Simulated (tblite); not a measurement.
**Run report: C$_{5}$H$_{10}$GeO, geometry relaxation (part 4 of 4)**

C$_{5}$H$_{10}$GeO; GFN2-xTB geometry optimisation, gas phase (tblite 0.8.0). It belongs to a series of runs on one base structure; here: H on C replaced by OCH3.

Geometry of the input (Å):
```
C  2.6354  -0.1268  -0.0058
O  1.3422  0.3732  -0.2247
C  0.3676  -0.5960  -0.1067
C  -0.6571  -0.5677  -1.1829
C  -1.6940  0.1738  -1.0683
C  -1.9046  1.0370  0.0927
Ge -0.8026  0.0403  1.3578
H  2.9519  -0.9037  -0.6923
H  2.6856  -0.4666  1.0649
H  3.3305  0.7318  -0.0524
H  0.7420  -1.6014  0.1226
H  -0.5041  -1.2412  -2.0767
H  -2.4812  0.1904  -1.8862
H  -2.9497  1.0994  0.4201
H  -1.4671  2.0385  -0.1310
H  -0.0322  0.9430  2.3497
H  -1.5696  -1.1121  2.0094
```

Trajectory as extended XYZ, continued
```
17
Properties=species:S:1:pos:R:3:forces:R:3 step=111 energy=-591.54726
C     2.6373   -0.3983    0.2375   -0.0020  -0.0090   0.0340
O     1.6499   -0.0058   -0.6676    0.0160   0.0170   0.0190
C     0.3764   -0.5149   -0.3346   -0.0060   0.0110  -0.0110
C    -0.5871   -0.1975   -1.4395   -0.0040  -0.0150  -0.0110
C    -1.7643    0.3443   -1.1760   -0.0130  -0.0060  -0.0050
C    -2.1657    0.6727    0.2309    0.0320  -0.0010   0.0100
Ge   -0.5102    0.3270    1.2707   -0.0070   0.0070  -0.0080
H     2.7189   -1.4923    0.2871    0.0370  -0.0060  -0.0260
H     2.4171   -0.0280    1.2528   -0.0230   0.0090  -0.0270
H     3.5764    0.0283   -0.1109   -0.0110  -0.0150   0.0120
H     0.4466   -1.6108   -0.2229    0.0020  -0.0160   0.0010
H    -0.2626   -0.4196   -2.4446   -0.0020  -0.0150  -0.0030
H    -2.4702    0.5629   -1.9658    0.0000   0.0180   0.0080
H    -2.9887    0.0308    0.5504   -0.0030  -0.0050  -0.0070
H    -2.5258    1.7007    0.2867   -0.0150   0.0050   0.0160
H     0.1577    1.5821    1.7646   -0.0020   0.0120   0.0030
H    -0.7128   -0.5695    2.4713    0.0010   0.0090  -0.0060
17
Properties=species:S:1:pos:R:3:forces:R:3 step=114 energy=-591.54809
C     2.6351   -0.4112    0.2426   -0.0050   0.0050   0.0140
O     1.6587   -0.0143   -0.6725    0.0060   0.0170   0.0030
C     0.3791   -0.5095   -0.3417    0.0010  -0.0050   0.0020
C    -0.5856   -0.1858   -1.4439    0.0210  -0.0070  -0.0050
C    -1.7653    0.3477   -1.1756   -0.0250   0.0240   0.0220
C    -2.1682    0.6579    0.2353   -0.0060  -0.0050   0.0060
Ge   -0.5027    0.3390    1.2649    0.0020   0.0030   0.0010
H     2.7136   -1.5053    0.2939    0.0120  -0.0050  -0.0090
H     2.4037   -0.0337    1.2518   -0.0160  -0.0110   0.0120
H     3.5810    0.0084   -0.0936    0.0030   0.0090  -0.0140
H     0.4436   -1.6059   -0.2259   -0.0290  -0.0060  -0.0050
H    -0.2611   -0.3933   -2.4516    0.0140  -0.0280  -0.0160
H    -2.4713    0.5749   -1.9627    0.0000   0.0070   0.0030
H    -2.9776   -0.0041    0.5513    0.0160   0.0000  -0.0060
H    -2.5514    1.6773    0.3044   -0.0060  -0.0080  -0.0040
H     0.1493    1.6130    1.7334    0.0040  -0.0040   0.0080
H    -0.6881   -0.5431    2.4800    0.0080   0.0160  -0.0120
17
Properties=species:S:1:pos:R:3:forces:R:3 step=117 energy=-591.54853
C     2.6323   -0.4140    0.2463    0.0080   0.0080  -0.0190
O     1.6584   -0.0131   -0.6698   -0.0140  -0.0070   0.0000
C     0.3783   -0.5104   -0.3423   -0.0080  -0.0020   0.0010
C    -0.5851   -0.1838   -1.4445    0.0030   0.0110  -0.0060
C    -1.7635    0.3534   -1.1745    0.0110  -0.0010  -0.0170
C    -2.1691    0.6533    0.2376    0.0030   0.0100  -0.0150
Ge   -0.5013    0.3410    1.2629    0.0160   0.0030   0.0020
H     2.7117   -1.5085    0.2904    0.0060   0.0060   0.0090
H     2.3970   -0.0392    1.2556   -0.0030  -0.0250   0.0140
H     3.5783    0.0069   -0.0884    0.0040   0.0120   0.0030
H     0.4405   -1.6070   -0.2291   -0.0120  -0.0050  -0.0030
H    -0.2602   -0.3917   -2.4526    0.0030  -0.0120   0.0020
H    -2.4665    0.5855   -1.9626   -0.0130   0.0070   0.0050
H    -2.9716   -0.0190    0.5462   -0.0040  -0.0100   0.0140
H    -2.5615    1.6685    0.3132   -0.0090  -0.0050  -0.0040
H     0.1539    1.6181    1.7147    0.0070   0.0100   0.0140
H    -0.6785   -0.5280    2.4870    0.0020   0.0010  -0.0010
17
Properties=species:S:1:pos:R:3:forces:R:3 step=119 energy=-591.54880
C     2.6311   -0.4137    0.2460    0.0000  -0.0010   0.0040
O     1.6565   -0.0136   -0.6695   -0.0070  -0.0130   0.0000
C     0.3770   -0.5125   -0.3417   -0.0050   0.0030  -0.0060
C    -0.5851   -0.1847   -1.4448   -0.0060   0.0080  -0.0030
C    -1.7616    0.3570   -1.1752    0.0090  -0.0080  -0.0150
C    -2.1686    0.6532    0.2374    0.0180   0.0010  -0.0100
Ge   -0.4998    0.3417    1.2626    0.0020   0.0140  -0.0010
H     2.7137   -1.5080    0.2879    0.0100   0.0000  -0.0020
H     2.3914   -0.0458    1.2578    0.0130  -0.0120  -0.0100
H     3.5764    0.0111   -0.0868   -0.0080   0.0120   0.0160
H     0.4387   -1.6091   -0.2283   -0.0050  -0.0030  -0.0040
H    -0.2599   -0.3962   -2.4523   -0.0020   0.0000   0.0080
H    -2.4634    0.5934   -1.9633   -0.0120   0.0030   0.0030
H    -2.9674   -0.0237    0.5453   -0.0110  -0.0140   0.0090
H    -2.5660    1.6658    0.3167   -0.0050   0.0030  -0.0070
H     0.1544    1.6211    1.7090    0.0110   0.0080   0.0150
H    -0.6742   -0.5239    2.4892   -0.0020   0.0000   0.0020
17
Properties=species:S:1:pos:R:3:forces:R:3 step=122 energy=-591.54908
C     2.6307   -0.4136    0.2455   -0.0050  -0.0090   0.0060
O     1.6563   -0.0166   -0.6715    0.0070  -0.0080  -0.0080
C     0.3765   -0.5141   -0.3435    0.0040   0.0040   0.0010
C    -0.5853   -0.1855   -1.4469   -0.0060  -0.0020   0.0080
C    -1.7609    0.3575   -1.1768   -0.0070   0.0010   0.0070
C    -2.1660    0.6528    0.2366   -0.0070  -0.0040   0.0080
Ge   -0.4971    0.3443    1.2623   -0.0040   0.0050  -0.0010
H     2.7198   -1.5072    0.2856    0.0090  -0.0120  -0.0100
H     2.3854   -0.0515    1.2574    0.0070   0.0020   0.0060
H     3.5750    0.0177   -0.0812   -0.0100   0.0140   0.0060
H     0.4369   -1.6110   -0.2298   -0.0080   0.0090   0.0030
H    -0.2612   -0.4012   -2.4537    0.0000   0.0080   0.0020
H    -2.4653    0.5969   -1.9615    0.0000  -0.0070  -0.0090
H    -2.9644   -0.0252    0.5463    0.0120  -0.0060  -0.0030
H    -2.5663    1.6640    0.3176   -0.0030   0.0110  -0.0130
H     0.1541    1.6250    1.7138    0.0090  -0.0070   0.0000
H    -0.6751   -0.5203    2.4898    0.0020   0.0000  -0.0040
17
Properties=species:S:1:pos:R:3:forces:R:3 step=125 energy=-591.54932
C     2.6296   -0.4172    0.2471    0.0120   0.0000  -0.0050
O     1.6584   -0.0210   -0.6735   -0.0010   0.0010  -0.0020
C     0.3765   -0.5121   -0.3453   -0.0060   0.0040   0.0100
C    -0.5857   -0.1822   -1.4478    0.0020  -0.0020   0.0000
C    -1.7621    0.3586   -1.1769   -0.0010  -0.0090   0.0010
C    -2.1663    0.6502    0.2373   -0.0120   0.0160  -0.0010
Ge   -0.4948    0.3496    1.2606    0.0040  -0.0120   0.0000
H     2.7231   -1.5108    0.2838    0.0100  -0.0010  -0.0050
H     2.3808   -0.0576    1.2589   -0.0090  -0.0040   0.0090
H     3.5729    0.0209   -0.0738   -0.0030  -0.0010  -0.0010
H     0.4310   -1.6093   -0.2314   -0.0030   0.0050   0.0110
H    -0.2609   -0.3976   -2.4541   -0.0010   0.0110  -0.0090
H    -2.4678    0.5971   -1.9610    0.0060  -0.0070  -0.0020
H    -2.9597   -0.0340    0.5466    0.0080   0.0110   0.0030
H    -2.5704    1.6604    0.3175   -0.0120  -0.0090   0.0000
H     0.1552    1.6308    1.7118    0.0090   0.0000  -0.0050
H    -0.6671   -0.5137    2.4899   -0.0020  -0.0020  -0.0040
17
Properties=species:S:1:pos:R:3:forces:R:3 step=128 energy=-591.54952
C     2.6294   -0.4201    0.2479   -0.0010   0.0030   0.0040
O     1.6590   -0.0225   -0.6731   -0.0030   0.0040  -0.0010
C     0.3754   -0.5095   -0.3441    0.0050  -0.0020  -0.0040
C    -0.5859   -0.1806   -1.4478    0.0030   0.0000  -0.0030
C    -1.7627    0.3596   -1.1773    0.0050  -0.0040   0.0030
C    -2.1671    0.6509    0.2372    0.0000  -0.0010  -0.0040
Ge   -0.4934    0.3543    1.2595   -0.0060   0.0060  -0.0030
H     2.7254   -1.5136    0.2802    0.0110   0.0030  -0.0030
H     2.3776   -0.0650    1.2612   -0.0060  -0.0080  -0.0040
H     3.5716    0.0226   -0.0692    0.0030  -0.0040  -0.0030
H     0.4273   -1.6063   -0.2272   -0.0010  -0.0060   0.0060
H    -0.2607   -0.3956   -2.4542   -0.0010   0.0100  -0.0020
H    -2.4679    0.5976   -1.9621    0.0040  -0.0060   0.0030
H    -2.9530   -0.0407    0.5484   -0.0080   0.0130   0.0030
H    -2.5794    1.6577    0.3175   -0.0060  -0.0110   0.0020
H     0.1589    1.6355    1.7064    0.0070   0.0000   0.0020
H    -0.6615   -0.5121    2.4868   -0.0050   0.0030   0.0050
17
Properties=species:S:1:pos:R:3:forces:R:3 step=131 energy=-591.54965
C     2.6304   -0.4231    0.2477   -0.0030   0.0000  -0.0080
O     1.6604   -0.0233   -0.6729    0.0040   0.0050  -0.0030
C     0.3757   -0.5072   -0.3442    0.0050  -0.0020  -0.0040
C    -0.5846   -0.1778   -1.4486    0.0020   0.0020   0.0020
C    -1.7627    0.3594   -1.1775   -0.0010   0.0030   0.0000
C    -2.1682    0.6488    0.2368    0.0040  -0.0120   0.0060
Ge   -0.4928    0.3593    1.2588   -0.0040   0.0110   0.0030
H     2.7279   -1.5164    0.2760    0.0060  -0.0060   0.0010
H     2.3771   -0.0717    1.2613   -0.0070  -0.0040   0.0090
H     3.5730    0.0204   -0.0668    0.0020   0.0030  -0.0060
H     0.4245   -1.6038   -0.2247    0.0020  -0.0050   0.0010
H    -0.2595   -0.3888   -2.4560    0.0040   0.0040   0.0070
H    -2.4679    0.5963   -1.9622   -0.0010  -0.0020  -0.0020
H    -2.9487   -0.0480    0.5496   -0.0110   0.0000   0.0020
H    -2.5894    1.6512    0.3188    0.0000   0.0080  -0.0050
H     0.1615    1.6407    1.7056   -0.0010  -0.0070  -0.0050
H    -0.6637   -0.5039    2.4882    0.0000   0.0020   0.0020
17
Properties=species:S:1:pos:R:3:forces:R:3 step=134 energy=-591.54971
C     2.6306   -0.4261    0.2472    0.0030  -0.0010   0.0000
O     1.6614   -0.0249   -0.6733   -0.0030   0.0010  -0.0010
C     0.3762   -0.5063   -0.3442   -0.0050   0.0020   0.0040
C    -0.5834   -0.1745   -1.4482    0.0000   0.0020   0.0010
C    -1.7626    0.3601   -1.1771    0.0000  -0.0020  -0.0030
C    -2.1699    0.6452    0.2376   -0.0010  -0.0010  -0.0030
Ge   -0.4929    0.3627    1.2585    0.0040  -0.0050   0.0010
H     2.7288   -1.5194    0.2740    0.0030  -0.0060  -0.0010
H     2.3758   -0.0769    1.2615   -0.0020  -0.0020   0.0030
H     3.5732    0.0183   -0.0662    0.0030   0.0040   0.0000
H     0.4218   -1.6032   -0.2241    0.0050   0.0030   0.0000
H    -0.2561   -0.3808   -2.4557    0.0040   0.0000   0.0000
H    -2.4665    0.5977   -1.9629   -0.0040   0.0010   0.0030
H    -2.9471   -0.0553    0.5499   -0.0090  -0.0010   0.0020
H    -2.5960    1.6458    0.3197    0.0010   0.0030   0.0000
H     0.1594    1.6455    1.7014    0.0030   0.0050  -0.0050
H    -0.6598   -0.4959    2.4919   -0.0020  -0.0010   0.0000
```

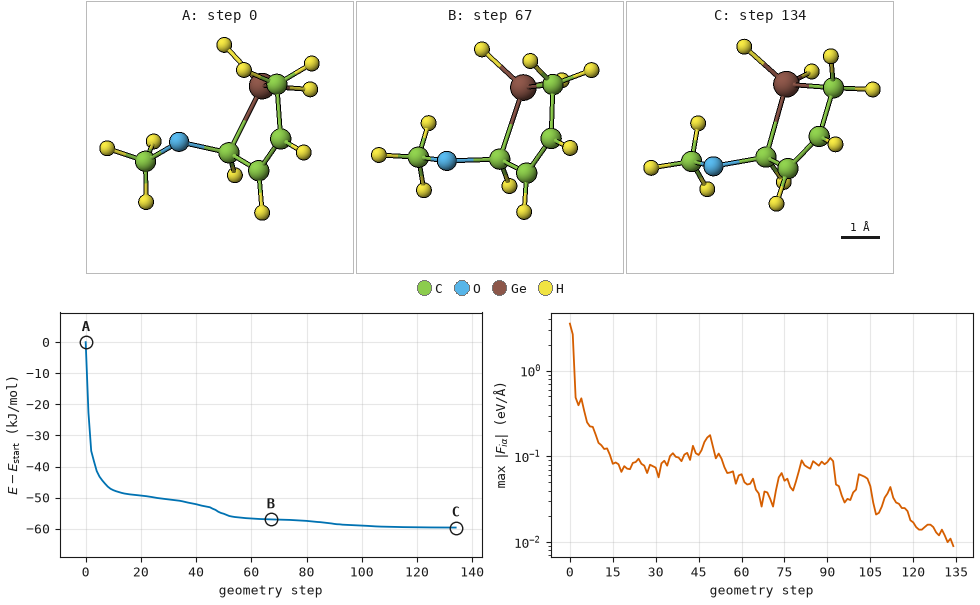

*Frames of the relaxation (ball-and-stick view, seen at a tilt) above the curves, on which the letters mark them (steps are counted from 0).*

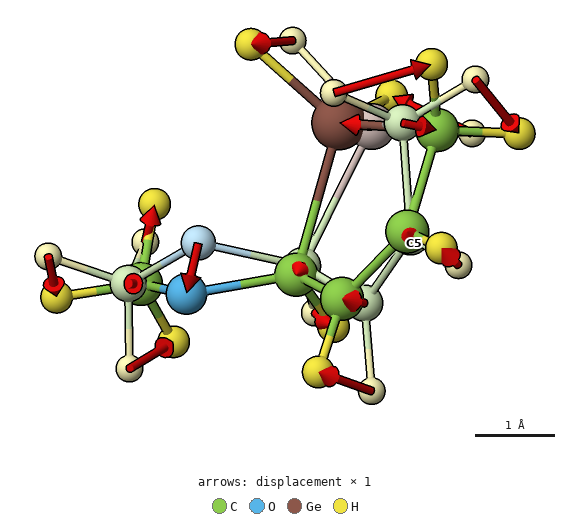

*Start (faint) and end (solid) with the displacements as red arrows, at true length (ball-and-stick view, seen at a tilt). The two geometries are laid on each other by the best rigid fit.*

H15 moves most after the best rigid fit: 1.30 Å. By element the largest moves are H 1.30 Å, O 0.67 Å, C 0.51 Å, Ge 0.44 Å. Among the contacts that change: C5–H13 1.135 → 1.081 Å, C4–H12 1.130 → 1.079 Å, C4–C5 1.280 → 1.323 Å, Ge7–H16 1.547 → 1.506 Å. Among the angles that change: O2–C3–Ge7 104.8° → 115.5°, H16–Ge7–H17 114.6° → 107.0°, O2–C3–H11 114.9° → 109.1°. After 134 geometry steps the energy has fallen by 59.6 kJ/mol. The largest force component goes from 3.5 to 0.009 eV/Å. (Atoms are counted from 1 in the order of the input.)

Summary

- outcome: converged
- total energy: −591.5497 eV
- hardware: 1 CPU thread, shared host
- wall time: 0.76 s
- peak memory: 0.18 GiB
